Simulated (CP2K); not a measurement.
# SnH2OF (SMILES [OH][SnH][F]): AM1

Aim: the energy difference between two shapes of SnH2OF at AM1, from 2 runs. 

Program for the calculation: CP2K 2026.2.

2 further runs of the same task are left out: 2 set aside as unsound or not needed.

## (1) The structure to begin with

SnH2OF: 5 atoms, total charge 0, spin state doublet. SMILES: `[OH][SnH][F]`. The coordinates come from a PBE0-D4/def2-TZVP relaxation. This is one conformer, not always the lowest.

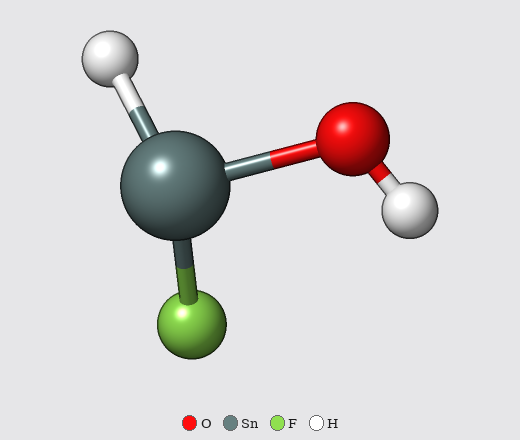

Viewed from a chosen angle; oxygen red, tin teal, fluorine green, hydrogen white.

## (2) Energy and gradient at AM1

Input file molecule.xyz:

```xyz
5

O     -0.684100    -1.180600     0.020800
Sn     0.295400     0.403600     0.636100
F     -0.050500     1.682400    -0.773100
H     -1.495200    -0.969000    -0.450900
H      1.984200    -0.010100     0.525500
```

Input file gas.inp:

```
&GLOBAL
    PROJECT_NAME gas
    RUN_TYPE ENERGY_FORCE
    PRINT_LEVEL MEDIUM
&END GLOBAL

&FORCE_EVAL
    METHOD Quickstep
    &DFT
        MULTIPLICITY 2
        SPIN_POLARIZED T
        ! Quickstep
        &QS
            METHOD AM1
            EPS_DEFAULT 1.0E-10
            &SE
                &COULOMB
                    CUTOFF [angstrom] 50
                    RC_RANGE [angstrom] 0
                &END COULOMB
                &EXCHANGE
                    CUTOFF [angstrom] 50
                    RC_RANGE [angstrom] 0
                &END EXCHANGE
            &END SE
        &END QS
        ! cluster boundary conditions
        &POISSON
            PERIODIC NONE
            POISSON_SOLVER ANALYTIC
        &END POISSON
        &SCF
            SCF_GUESS ATOMIC
            EPS_SCF 1.0E-07
            MAX_SCF 100
            ADDED_MOS 4
            &DIAGONALIZATION
                ALGORITHM STANDARD
            &END DIAGONALIZATION
            &MIXING
                METHOD DIRECT_P_MIXING
                ALPHA 0.4
            &END MIXING
        &END SCF
        &PRINT
            &MOMENTS
                PERIODIC F
                REFERENCE COM
                MAX_MOMENT 1
            &END MOMENTS
            &MO ON
                ENERGIES T
                OCCUPATION_NUMBERS T
                NDIGITS 6
                &EACH
                    QS_SCF 0
                &END EACH
                ADD_LAST NUMERIC
            &END MO
            &HIRSHFELD OFF
            &END HIRSHFELD
        &END PRINT
    &END DFT
    &SUBSYS
        &CELL
            ABC 11.5 10.9 9.4
            PERIODIC NONE
        &END CELL
        &TOPOLOGY
            COORD_FILE_NAME molecule.xyz
            COORD_FILE_FORMAT XYZ
            &CENTER_COORDINATES
            &END CENTER_COORDINATES
        &END TOPOLOGY
    &END SUBSYS
    &PRINT
        &FORCES ON
        &END FORCES
    &END PRINT
&END FORCE_EVAL
```

Run with:

```sh
OMP_NUM_THREADS=1 cp2k.psmp -i gas.inp > gas.out 2>&1
```

The log of the run:

```text
CP2K| version string:                                       CP2K version 2026.2
[...]
 GLOBAL| Method name                                                        CP2K
[...]
 GLOBAL| Run type                                                   ENERGY_FORCE
[...]
                             - Atoms:                                          5
[...]
                             - Spherical basis functions:                     14
[...]
 Number of electrons:                                                         10
[...]
     1 P_Mix/Diag. 0.40E+00    0.0     0.43558796       -30.6598316837 -3.07E+01
[...]
    27 DIIS/Diag.  0.23E-06    0.0     0.00000009       -33.6361431709 -3.06E-13
  *** SCF run converged in    27 steps ***
  Core-core repulsion energy [eV]:                            741.57219119790545
  Core Hamiltonian energy [eV]:                             -1555.22692327051277
  Two-electron integral energy [eV]:                         -203.26254240871870
  Electronic energy [eV]:                                   -1656.85819447487233
  Total energy [eV]:                                         -915.28600327696677
  Atomic reference energy [eV]:                               912.92318218211619
  Heat of formation [kcal/mol]:                               -54.48795319309158
[...]
 SE_DIPOLE| Moment [Debye]          0.27673346      -0.69131783      -2.74070781
 SE_DIPOLE| Derivative [a.u.]       0.00000000       0.00000000       0.00000000
 ENERGY| Total FORCE_EVAL ( QS ) energy [hartree]            -33.636143170882420
 FORCES| Atomic forces [hartree/bohr]
 FORCES|   Atom     x               y               z               |f|
 FORCES|      1 -3.48034939E-02 -3.07236865E-02 -2.02874092E-02   5.06636662E-02
 FORCES|      2  4.86038317E-02  2.82458469E-02  1.19670740E-02   5.74749614E-02
 FORCES|      3 -1.94740220E-03  1.08645300E-03 -8.86543823E-04   2.39973236E-03
 FORCES|      4  1.05796160E-02 -4.40774258E-03  5.91680685E-03   1.28982585E-02
 FORCES|      5 -2.24325516E-02  5.79912917E-03  3.29007221E-03   2.34024325E-02
 FORCES| Sum     1.38777878E-16  4.02455846E-16  2.22044605E-16
 FORCES| Total atomic force                                       4.80139370E-16
[...]
```

It took 0.48 s on 1 thread of Arm Neoverse N1, shared host; peak memory 0.13 GiB.

## (3) The distorted shape at the same level

Input file molecule.xyz:

```xyz
5

O     -0.658238    -1.201989     0.053651
Sn     0.412822     0.452861     0.697182
F     -0.067194     1.643769    -0.819385
H     -1.513930    -0.961556    -0.443672
H      1.924654    -0.111547     0.496405
```

Input file molecule.inp:

```
&GLOBAL
  PROJECT molecule
  RUN_TYPE ENERGY_FORCE
  PRINT_LEVEL MEDIUM
&END GLOBAL

&FORCE_EVAL
  METHOD Quickstep
  &DFT
    CHARGE 0
    MULTIPLICITY 2
    UNRESTRICTED_KOHN_SHAM T
    &QS
      METHOD AM1
      EPS_DEFAULT 1.0E-10
      &SE
        &COULOMB
          CUTOFF [angstrom] 50
          RC_RANGE [angstrom] 0
        &END COULOMB
        &EXCHANGE
          CUTOFF [angstrom] 50
          RC_RANGE [angstrom] 0
        &END EXCHANGE
      &END SE
    &END QS
    &POISSON
      PERIODIC NONE
      POISSON_SOLVER ANALYTIC
    &END POISSON
    &SCF
      SCF_GUESS ATOMIC
      EPS_SCF 1.0E-07
      MAX_SCF 100
      ADDED_MOS 4
      &DIAGONALIZATION
        ALGORITHM STANDARD
      &END DIAGONALIZATION
      &MIXING
        METHOD DIRECT_P_MIXING
        ALPHA 0.4
      &END MIXING
    &END SCF
    &PRINT
      &MOMENTS
        PERIODIC F
        REFERENCE COM
        MAX_MOMENT 1
      &END MOMENTS
      &MO ON
        ENERGIES T
        OCCUPATION_NUMBERS T
        NDIGITS 6
        &EACH
          QS_SCF 0
        &END EACH
        ADD_LAST NUMERIC
      &END MO
      &HIRSHFELD OFF
      &END HIRSHFELD
    &END PRINT
  &END DFT
  &SUBSYS
    &CELL
      ABC [angstrom] 11.4 10.8 9.5
      PERIODIC NONE
    &END CELL
    &TOPOLOGY
      COORD_FILE_NAME molecule.xyz
      COORD_FILE_FORMAT XYZ
      &CENTER_COORDINATES
      &END CENTER_COORDINATES
    &END TOPOLOGY
  &END SUBSYS
  &PRINT
    &FORCES ON
    &END FORCES
  &END PRINT
&END FORCE_EVAL
```

Run with:

```sh
OMP_NUM_THREADS=1 cp2k.psmp molecule.inp > molecule.out
```

The log of the run:

```text
CP2K| version string:                                       CP2K version 2026.2
[...]
 GLOBAL| Method name                                                        CP2K
[...]
 GLOBAL| Run type                                                   ENERGY_FORCE
[...]
                             - Atoms:                                          5
[...]
                             - Spherical basis functions:                     14
[...]
 Number of electrons:                                                         10
[...]
     1 P_Mix/Diag. 0.40E+00    0.0     0.43663862       -30.7355168708 -3.07E+01
[...]
    37 DIIS/Diag.  0.82E-07    0.0     0.00000010       -33.6367057355 -5.68E-14
  *** SCF run converged in    37 steps ***
  Core-core repulsion energy [eV]:                            729.88057756395494
  Core Hamiltonian energy [eV]:                             -1551.55608464914621
  Two-electron integral energy [eV]:                         -187.25160870839915
  Electronic energy [eV]:                                   -1645.18188900334576
  Total energy [eV]:                                         -915.30131143939082
  Atomic reference energy [eV]:                               912.92318218211619
  Heat of formation [kcal/mol]:                               -54.84096783285909
[...]
 SE_DIPOLE| Moment [Debye]         -0.34810647      -1.25174236      -3.21904234
 SE_DIPOLE| Derivative [a.u.]       0.00000000       0.00000000       0.00000000
 ENERGY| Total FORCE_EVAL ( QS ) energy [hartree]            -33.636705735524735
 FORCES| Atomic forces [hartree/bohr]
 FORCES|   Atom     x               y               z               |f|
 FORCES|      1 -4.41434004E-02  1.47782688E-02 -2.19617926E-02   5.14719085E-02
 FORCES|      2 -8.81049714E-03  1.35790192E-03 -2.46907910E-02   2.62507889E-02
 FORCES|      3  5.43871464E-03 -1.03311714E-02  1.67801309E-02   2.04422482E-02
 FORCES|      4  4.70882288E-02 -9.40207168E-03  2.74173509E-02   5.52938638E-02
 FORCES|      5  4.26954082E-04  3.59707235E-03  2.45510181E-03   4.37592781E-03
 FORCES| Sum     1.38777878E-16 -2.77555756E-16 -2.49800181E-16
 FORCES| Total atomic force                                       3.98367453E-16
[...]
```

It took 0.5 s on 1 thread of Arm Neoverse N1, shared host; peak memory 0.13 GiB.

## (4) What came out

Level: AM1.

| quantity | value |
| --- | --- |
| first shape: total energy | -33.63614 Eh |
| first shape: dipole moment | 2.84 D |
| first shape: HOMO energy (highest over α and β) | -9.61 eV |
| first shape: LUMO energy (lowest over α and β) | -1.77 eV |
| first shape: heat of formation at this unrelaxed shape | -54.5 kcal/mol |
| first shape: largest force on an atom | 2.955 eV/Å |
| distorted shape: total energy | -33.63671 Eh |
| distorted shape: dipole moment | 3.47 D |
| distorted shape: HOMO energy (highest over α and β) | -9.91 eV |
| distorted shape: LUMO energy (lowest over α and β) | -2.08 eV |
| distorted shape: heat of formation at this unrelaxed shape | -54.8 kcal/mol |
| distorted shape: largest force on an atom | 2.843 eV/Å |
| energy change with the atoms displaced | -0.015 eV |

With the atoms displaced the energy falls by 0.02 eV (0.4 kcal/mol). The first shape isn't relaxed at this level, so the change isn't measured from a minimum. The largest force (first shape) is 2.96 eV/Å: the shape isn't a stationary point for this species at this level.
